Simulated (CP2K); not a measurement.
# B3LYP/6-31G(d) (spherical functions) run of SiH4 (silane)

What is the energy change on altering one bond length of SiH4 (silane) at B3LYP/6-31G* (spherical functions)? 

Program for the calculation: CP2K 2026.2.

2 further runs of the same task are left out: 2 that didn't finish.

### Step 1. Starting point

SiH4: 5 atoms, total charge 0, spin state singlet. As SMILES, `[SiH4]`. The shape is that of a PBE0-D4/def2-TZVP optimisation.

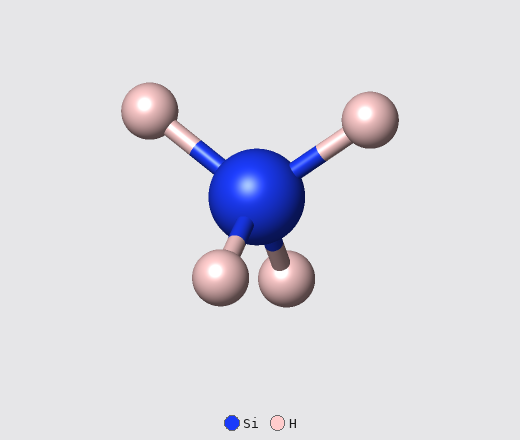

The structure, seen from a chosen angle (silicon blue, hydrogen pink).

### Step 2. The energy at B3LYP/6-31G(d) (spherical functions)

Input file molecule.inp:

```
&GLOBAL
  PROJECT_NAME molecule
  RUN_TYPE ENERGY
  PRINT_LEVEL MEDIUM
&END GLOBAL

&FORCE_EVAL
  METHOD QS
  &DFT
    BASIS_SET_FILE_NAME ./6_31gs.basis
    POTENTIAL_FILE_NAME POTENTIAL
    # Quickstep
    &QS
      METHOD GAPW
      EPS_DEFAULT 1.0E-10
    &END QS
    # plane-wave cutoff in Ry
    &MGRID
      CUTOFF 280
      REL_CUTOFF 50
      NGRIDS 4
    &END MGRID
    # isolated system
    &POISSON
      PERIODIC NONE
      POISSON_SOLVER MULTIPOLE
    &END POISSON
    &SCF
      SCF_GUESS ATOMIC
      EPS_SCF 1.0E-07
      MAX_SCF 80
      ADDED_MOS 3
      &DIAGONALIZATION
        ALGORITHM STANDARD
      &END DIAGONALIZATION
      &MIXING
        METHOD DIRECT_P_MIXING
        ALPHA 0.4
      &END MIXING
    &END SCF
    &XC
      &XC_FUNCTIONAL
        &HYB_GGA_XC_B3LYP
        &END HYB_GGA_XC_B3LYP
      &END XC_FUNCTIONAL
      &HF
        FRACTION 0.2
        &SCREENING
          EPS_SCHWARZ 1.0E-10
        &END SCREENING
        &MEMORY
          MAX_MEMORY 1050
        &END MEMORY
      &END HF
    &END XC
    &PRINT
      &MOMENTS
        PERIODIC F
        REFERENCE COM
        MAX_MOMENT 1
      &END MOMENTS
      &MO ON
        ENERGIES T
        OCCUPATION_NUMBERS T
        NDIGITS 6
        &EACH
          QS_SCF 0
        &END EACH
        ADD_LAST NUMERIC
      &END MO
      &LOWDIN ON
      &END LOWDIN
      &HIRSHFELD OFF
      &END HIRSHFELD
    &END PRINT
  &END DFT
  # structure
  &SUBSYS
    &CELL
      ABC 9.3 9.1 9.2
      PERIODIC NONE
    &END CELL
    &COORD
      SCALED T
      Si   0.51953763   0.46464286   0.52127717
      H    0.62358065   0.38899451   0.61812500
      H    0.37641935   0.46957692   0.59259239
      H    0.50823656   0.38329121   0.38187500
      H    0.56991398   0.61670879   0.49257065
    &END COORD
    &KIND Si
      BASIS_SET 6-31Gs
      POTENTIAL ALL
      LEBEDEV_GRID 194
      RADIAL_GRID 100
    &END KIND
    &KIND H
      BASIS_SET 6-31Gs
      POTENTIAL ALL
      LEBEDEV_GRID 194
      RADIAL_GRID 100
    &END KIND
  &END SUBSYS
&END FORCE_EVAL
```

Launch:

```bash
OMP_NUM_THREADS=1 cp2k.psmp molecule.inp > molecule.out
```

What it wrote:

```text
CP2K| version string:                                       CP2K version 2026.2
[...]
 GLOBAL| Method name                                                        CP2K
[...]
 GLOBAL| Run type                                                         ENERGY
[...]
 DFT| Spin restricted Kohn-Sham (RKS) calculation                            RKS
 DFT| Multiplicity                                                             1
[...]
 DFT| Charge                                                                   0
[...]
 FUNCTIONAL| HYB_GGA_XC_B3LYP:
[...]
 QS| Method:                                                                GAPW
[...]
 QS| Density cutoff [a.u.]:                                                140.0
[...]
 QS| Relative density cutoff [a.u.]:                                        25.0
[...]
                             - Atoms:                                          5
[...]
                             - Spherical basis functions:                     26
[...]
 Number of electrons:                                                         18
[...]
     1 P_Mix/Diag. 0.40E+00    1.6     0.36567736      -291.7782728295 -2.92E+02
[...]
    11 DIIS/Diag.  0.46E-07    1.0     0.00000002      -291.8820814344  2.27E-13
  *** SCF run converged in    11 steps ***
[...]
  Overlap energy of the core charge distribution:               0.00000012880154
  Self energy of the core charge distribution:               -131.30230308020512
  Core Hamiltonian energy:                                   -159.91059592563948
  Hartree energy:                                              36.44967206488185
  Exchange-correlation energy:                                 -5.79573755884370
  Hartree-Fock Exchange energy:                                -4.34774817437535
[...]
                     Mulliken Population Analysis
 #  Atom  Element  Kind  Atomic population                           Net charge
       1     Si       1         13.762640                              0.237360
       2     H        2          1.059636                             -0.059636
       3     H        2          1.059250                             -0.059250
       4     H        2          1.059314                             -0.059314
       5     H        2          1.059161                             -0.059161
 # Total charge                             18.000000                 -0.000000
[...]
  Dipole moment [Debye]
    X= -0.1465901E-02 Y=  0.2125552E-02 Z= -0.1788179E-02  Total=      0.0031408
 ENERGY| Total FORCE_EVAL ( QS ) energy [hartree]           -291.882081434419490
[...]
```

Run time: 13 s. Hardware: 1 thread of Arm Neoverse V1, shared host; peak memory 0.48 GiB.

### Step 3. The distorted shape

Input file qs.inp:

```
&GLOBAL
    PROJECT qs
    RUN_TYPE ENERGY
    PRINT_LEVEL MEDIUM
&END GLOBAL

&FORCE_EVAL
    METHOD Quickstep
    &DFT
        BASIS_SET_FILE_NAME ./6_31gs.basis
        POTENTIAL_FILE_NAME POTENTIAL
        &QS
            METHOD GAPW
            EPS_DEFAULT 1.0E-10
        &END QS
        &MGRID
            CUTOFF 280
            REL_CUTOFF 50
            NGRIDS 4
        &END MGRID
        # no periodic images
        &POISSON
            PERIODIC NONE
            POISSON_SOLVER MULTIPOLE
        &END POISSON
        # SCF settings
        &SCF
            SCF_GUESS ATOMIC
            EPS_SCF 1.0E-07
            MAX_SCF 150
            ADDED_MOS 3
            &DIAGONALIZATION
                ALGORITHM STANDARD
            &END DIAGONALIZATION
            &MIXING
                METHOD DIRECT_P_MIXING
                ALPHA 0.4
            &END MIXING
        &END SCF
        &XC
            &XC_FUNCTIONAL
                &HYB_GGA_XC_B3LYP
                &END HYB_GGA_XC_B3LYP
            &END XC_FUNCTIONAL
            &HF
                FRACTION 0.2
                &SCREENING
                    EPS_SCHWARZ 1.0E-10
                &END SCREENING
                &MEMORY
                    MAX_MEMORY 1050
                &END MEMORY
            &END HF
        &END XC
        # extra output
        &PRINT
            &MOMENTS
                PERIODIC F
                REFERENCE COM
                MAX_MOMENT 1
            &END MOMENTS
            &MO ON
                ENERGIES T
                OCCUPATION_NUMBERS T
                NDIGITS 6
                &EACH
                    QS_SCF 0
                &END EACH
                ADD_LAST NUMERIC
            &END MO
            &LOWDIN ON
            &END LOWDIN
            &HIRSHFELD OFF
            &END HIRSHFELD
        &END PRINT
    &END DFT
    &SUBSYS
        &CELL
            ABC 9.3 10.2 9.2
            PERIODIC NONE
        &END CELL
        &COORD
            UNIT bohr
            Si    -0.7082429    -2.0919249     0.3990572
            H      1.1202561    -3.3928124     2.0828032
            H     -3.2234684    -2.0070762     1.6389066
            H     -0.9068531    -3.4908892    -2.0245165
            H      0.8853367     2.6150030    -0.4992656
        &END COORD
        &TOPOLOGY
            &CENTER_COORDINATES
            &END CENTER_COORDINATES
        &END TOPOLOGY
        &KIND Si
            BASIS_SET 6-31Gs
            POTENTIAL ALL
            LEBEDEV_GRID 194
            RADIAL_GRID 100
        &END KIND
        &KIND H
            BASIS_SET 6-31Gs
            POTENTIAL ALL
            LEBEDEV_GRID 194
            RADIAL_GRID 100
        &END KIND
    &END SUBSYS
&END FORCE_EVAL
```

Launch:

```bash
OMP_NUM_THREADS=1 cp2k.psmp -i qs.inp > qs.out 2>&1
```

What it wrote:

```text
CP2K| version string:                                       CP2K version 2026.2
[...]
 GLOBAL| Method name                                                        CP2K
[...]
 GLOBAL| Run type                                                         ENERGY
[...]
 DFT| Spin restricted Kohn-Sham (RKS) calculation                            RKS
 DFT| Multiplicity                                                             1
[...]
 DFT| Charge                                                                   0
[...]
 FUNCTIONAL| HYB_GGA_XC_B3LYP:
[...]
 QS| Method:                                                                GAPW
[...]
 QS| Density cutoff [a.u.]:                                                140.0
[...]
 QS| Relative density cutoff [a.u.]:                                        25.0
[...]
                             - Atoms:                                          5
[...]
                             - Spherical basis functions:                     26
[...]
 Number of electrons:                                                         18
[...]
     1 P_Mix/Diag. 0.40E+00    1.7     0.32285356      -291.6157972283 -2.92E+02
[...]
    14 DIIS/Diag.  0.10E-06    1.1     0.00000004      -291.7623718336 -4.55E-13
  *** SCF run converged in    14 steps ***
[...]
  Overlap energy of the core charge distribution:               0.00000009663140
  Self energy of the core charge distribution:               -131.30230308020512
  Core Hamiltonian energy:                                   -160.14904312013553
  Hartree energy:                                              36.71716790177570
  Exchange-correlation energy:                                 -5.68738582121229
  Hartree-Fock Exchange energy:                                -4.31122226757230
[...]
                     Mulliken Population Analysis
 #  Atom  Element  Kind  Atomic population                           Net charge
       1     Si       1         13.788185                              0.211815
       2     H        2          1.039028                             -0.039028
       3     H        2          1.038035                             -0.038035
       4     H        2          1.038906                             -0.038906
       5     H        2          1.095846                             -0.095846
 # Total charge                             18.000000                 -0.000000
[...]
  Dipole moment [Debye]
    X= -0.5262100E+00 Y= -0.1533877E+01 Z=  0.2948558E+00  Total=      1.6482155
 ENERGY| Total FORCE_EVAL ( QS ) energy [hartree]           -291.762371833606835
[...]
```

Run time: 17 s. Hardware: 1 thread of Arm Neoverse V1, shared host; peak memory 0.52 GiB.

### Step 4. What came out

Level: B3LYP/6-31G* (spherical functions).

```
                                                          quantity          value
                                         first shape: total energy  -291.88208 Eh
                                        first shape: dipole moment         0.00 D
                                          first shape: HOMO energy       -9.61 eV
                                          first shape: LUMO energy        1.40 eV
                                        first shape: HOMO–LUMO gap       11.00 eV
                                     distorted shape: total energy  -291.76237 Eh
                                    distorted shape: dipole moment         1.65 D
                                      distorted shape: HOMO energy       -7.02 eV
                                      distorted shape: LUMO energy       -2.85 eV
                                    distorted shape: HOMO–LUMO gap        4.18 eV
energy change with the Si1–H5 bond stretched from 1.485 to 2.672 Å       3.257 eV
```

In words: With the Si1–H5 bond stretched from 1.485 to 2.672 Å the energy rises by 3.26 eV (314 kJ/mol). The first shape isn't relaxed at this level, so the change isn't measured from a minimum. A restricted reference can't describe the breaking bond well at this length.
